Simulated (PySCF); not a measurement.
# One shape, several levels: doublet N2O+

Wanted: a comparison of 6 runs (UHF/STO-3G, UHF/3-21G, UB3LYP/6-31G*, U-wB97M-V/cc-pVTZ, UB2PLYP/cc-pVTZ, USCS-MP2/cc-pVTZ) of doublet N2O+. Input form: a Python script.

The calculation is run with PySCF 2.14.0.

7 further runs of the same task are left out: 1 that didn't finish, 6 set aside as unsound or not needed. Runs told in other sessions of the task aren't counted.

## 1. The system as given

N2O+: 3 atoms, total charge +1, spin state doublet. SMILES of the parent species: `N#[N+][O-]`. The coordinates come from a PBE0-D4/def2-TZVP relaxation. That shape belongs to the parent species and isn't relaxed for this state.

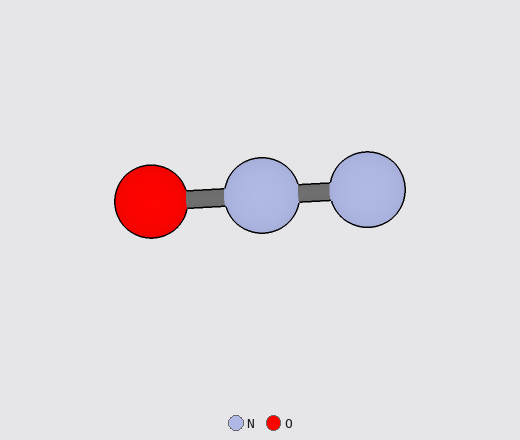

Viewed from a chosen angle; nitrogen light blue, oxygen red.

## 2. The energy at UHF/STO-3G (run 1)

The input, run.py:

```python
from pyscf import gto, scf

mol = gto.Mole()
mol.atom = '''
N     -0.511700     1.001300    -0.167900
N     -0.008400     0.016500    -0.002800
O      0.520100    -1.017800     0.170700
'''
mol.basis = 'sto-3g'
mol.charge = 1
mol.max_memory = 1860
mol.verbose = 3
mol.spin = 1
mol.build()

mf = scf.UHF(mol)
mf.conv_tol = 1e-10
mf.kernel()
if not mf.converged:
    mf = mf.newton().run(mf.mo_coeff, mf.mo_occ)

e_final = mf.e_tot
print('E(%s) = %.9f' % ('HF', e_final))
```

Command:

```sh
OMP_NUM_THREADS=1 python run.py
```

The program printed:

```text
converged SCF energy = -180.869636642905  <S^2> = 0.9809116  2S+1 = 2.2189291
E(HF) = -180.869636643
```

Run time: 0.54 s. Hardware: 1 thread of Arm Neoverse V2, shared host; peak memory 0.1 GiB.

## 3. A single-point energy at UHF/3-21G (run 2)

The input, input.py:

```python
from pyscf import gto, scf

mol = gto.Mole()
mol.atom = [
    ('N', (-0.511700, 1.001300, -0.167900)),
    ('N', (-0.008400, 0.016500, -0.002800)),
    ('O', (0.520100, -1.017800, 0.170700)),
]
mol.basis = '3-21g'
mol.charge = 1
mol.verbose = 4
mol.spin = 1
mol.max_memory = 1860
mol.build()

calc0 = scf.UHF(mol)
calc0.conv_tol = 1e-10
calc0.kernel()
if not calc0.converged:
    calc0 = calc0.newton().run(calc0.mo_coeff, calc0.mo_occ)

etot = calc0.e_tot
print(f'total energy: {etot:.8f} hartree')
```

Command:

```sh
OMP_NUM_THREADS=1 python input.py
```

The program printed:

```text
PySCF version 2.14.0

[INPUT] num. atoms = 3
[INPUT] num. electrons = 21
[INPUT] charge = 1
[INPUT] spin (= nelec alpha-beta = 2S) = 1
[INPUT] symmetry False subgroup None
[INPUT] Mole.unit = angstrom
[INPUT] Symbol           X                Y                Z      unit          X                Y                Z       unit  Magmom
[INPUT]  1 N     -0.511700000000   1.001300000000  -0.167900000000 AA   -0.966972857940   1.892182768527  -0.317285016314 Bohr   0.0
[INPUT]  2 N     -0.008400000000   0.016500000000  -0.002800000000 AA   -0.015873699446   0.031180481055  -0.005291233149 Bohr   0.0
[INPUT]  3 O      0.520100000000  -1.017800000000   0.170700000000 AA    0.982846557386  -1.923363249582   0.322576249463 Bohr   0.0

nuclear repulsion = 61.3478617589491
number of shells = 15
number of NR pGTOs = 45
number of NR cGTOs = 27
basis = 3-21g
ecp = {}

[... 19 lines left out ...]
WARN: beta  nocc = 10  HOMO -0.331170749666769 >= LUMO -0.331170749161164
[... 78 lines left out ...]
converged SCF energy = -182.200275035604  <S^2> = 0.98244627  2S+1 = 2.2203119
total energy: -182.20027504 hartree
```

Wall time 0.56 s (1 thread of Arm Neoverse V2, shared host); peak memory 0.1 GiB.

Runs 3 to 4 aren't shown in full; the table further down has their settings and results.

## 4. The energy at UB2PLYP/cc-pVTZ (run 5)

The input, job.py:

```python
from pyscf import gto, dft, mp

mol = gto.M(
    atom='''
N     -0.966973     1.892183    -0.317285
N     -0.015874     0.031180    -0.005291
O      0.982847    -1.923363     0.322576
''',
    max_memory=1860,
    unit='bohr',
    spin=1,
    charge=1,
    basis='cc-pvtz',
    verbose=3,
)

myscf = dft.UKS(mol, xc='0.53*HF + 0.47*B88, 0.73*LYP')
myscf.conv_tol = 1e-10
myscf.grids.level = 5
myscf.kernel()
if not myscf.converged:
    myscf = myscf.newton().run(myscf.mo_coeff, myscf.mo_occ)

pt = mp.MP2(myscf, frozen=3).run()
etot = myscf.e_tot + 0.27 * pt.e_corr
print('PT2 part  %.8f' % (0.27 * pt.e_corr))
print(f'total energy: {etot:.8f} hartree')
```

Command:

```sh
OMP_NUM_THREADS=1 python job.py
```

The program printed:

```text
WARN: HOMO -0.344564741065683 >= LUMO -0.344564741065682

converged SCF energy = -183.953009889431  <S^2> = 0.80234639  2S+1 = 2.0516787
E(UMP2) = -184.651500321008  E_corr = -0.698490431577172
E(SCS-UMP2) = -184.628479614472  E_corr = -0.675469725041046
PT2 part  -0.18859242
total energy: -184.14160231 hartree
```

It took 20 s on 1 thread of Arm Neoverse V2, shared host; peak memory 0.43 GiB.

## 5. The energy at USCS-MP2/cc-pVTZ (run 6)

The input, calc.py:

```python
from pyscf import gto, scf, mp

mol = gto.M(
    atom=[
    ('N', (-0.511700, 1.001300, -0.167900)),
    ('N', (-0.008400, 0.016500, -0.002800)),
    ('O', (0.520100, -1.017800, 0.170700)),
],
    verbose=4,
    spin=1,
    basis='cc-pvtz',
    charge=1,
    max_memory=1860,
)

myscf = scf.UHF(mol)
myscf.conv_tol = 1e-10
myscf.kernel()
if not myscf.converged:
    myscf = myscf.newton().run(myscf.mo_coeff, myscf.mo_occ)

pt = mp.MP2(myscf, frozen=3).run()
e_tot = myscf.e_tot + 1.2 * pt.e_corr_os + pt.e_corr_ss / 3
print(f'total energy: {e_tot:.8f} hartree')
```

Command:

```sh
OMP_NUM_THREADS=1 python calc.py
```

The program printed:

```text
PySCF version 2.14.0

[INPUT] num. atoms = 3
[INPUT] num. electrons = 21
[INPUT] charge = 1
[INPUT] spin (= nelec alpha-beta = 2S) = 1
[INPUT] symmetry False subgroup None
[INPUT] Mole.unit = angstrom
[INPUT] Symbol           X                Y                Z      unit          X                Y                Z       unit  Magmom
[INPUT]  1 N     -0.511700000000   1.001300000000  -0.167900000000 AA   -0.966972857940   1.892182768527  -0.317285016314 Bohr   0.0
[INPUT]  2 N     -0.008400000000   0.016500000000  -0.002800000000 AA   -0.015873699446   0.031180481055  -0.005291233149 Bohr   0.0
[INPUT]  3 O      0.520100000000  -1.017800000000   0.170700000000 AA    0.982846557386  -1.923363249582   0.322576249463 Bohr   0.0

nuclear repulsion = 61.3478617589491
number of shells = 27
number of NR pGTOs = 126
number of NR cGTOs = 90
basis = cc-pvtz
ecp = {}

[... 19 lines left out ...]
WARN: beta  nocc = 10  HOMO -0.345482781338647 >= LUMO -0.345482780782715
[... 78 lines left out ...]
converged SCF energy = -183.344350297062  <S^2> = 0.94836599  2S+1 = 2.1893981
[... 1 line left out ...]
******** <class 'pyscf.mp.ump2.UMP2'> ********
nocc = (np.int64(8), np.int64(7)), nmo = (87, 87)
frozen orbitals 3
E(UMP2) = -183.882093164808  E_corr = -0.537742867746562
E(SCS-UMP2) = -183.866122883997  E_corr = -0.521772586934993
E_corr(same-spin) = -0.142521755031786
E_corr(oppo-spin) = -0.395221112714775
total energy: -183.86612288 hartree
```

It took 3 s on 1 thread of Arm Neoverse V2, shared host; peak memory 0.21 GiB.

## 6. All runs side by side

| run | level | integration grid | nlc grid | energy (Eh) | HOMO energy (eV) | LUMO energy (eV) | ⟨S²⟩ | wall time |
| --- | --- | --- | --- | --- | --- | --- | --- | --- |
| 1 | UHF/STO-3G | – | – | -180.869637 | -22.74 | -7.54 | 0.981 | 0.54 s |
| 2 | UHF/3-21G | – | – | -182.200275 | -23.43 | -9.19 | 0.982 | 0.56 s |
| 3 | UB3LYP/6-31G* (spherical functions) | 5 | – | -184.182956 | -19.31 | -16.37 | 0.768 | 6.6 s |
| 4 | U-wB97M-V/cc-pVTZ | 5 | 1 | -184.218269 | -21.74 | -13.46 | 0.771 | 59 s |
| 5 | UB2PLYP/cc-pVTZ | 5 | – | -184.141602 | -20.94 | -13.51 | 0.802 | 20 s |
| 6 | USCS-MP2/cc-pVTZ | – | – | -183.866123 | -23.23 | -9.13 | 0.948 | 3 s |

## 7. Results

| quantity | value |
| --- | --- |
| run 6: total energy | -183.86612 Eh |
| run 6: HOMO energy (Hartree–Fock orbitals) (highest over α and β) | -23.23 eV |
| run 6: LUMO energy (Hartree–Fock orbitals) (lowest over α and β) | -9.13 eV |
| run 6: correlation energy (3 core orbitals frozen) | -521.8 mEh |
| run 6: ⟨S²⟩ of the reference determinant | 0.948 |

In words: Totals of different functionals can't be ranked against each other. In run 1 the basis is minimal, so the values are rough. Spin contamination of the reference: run 2 ⟨S²⟩ = 0.98, run 1 ⟨S²⟩ = 0.98, run 6 ⟨S²⟩ = 0.95. All runs together took 90 s, the longest 59 s.
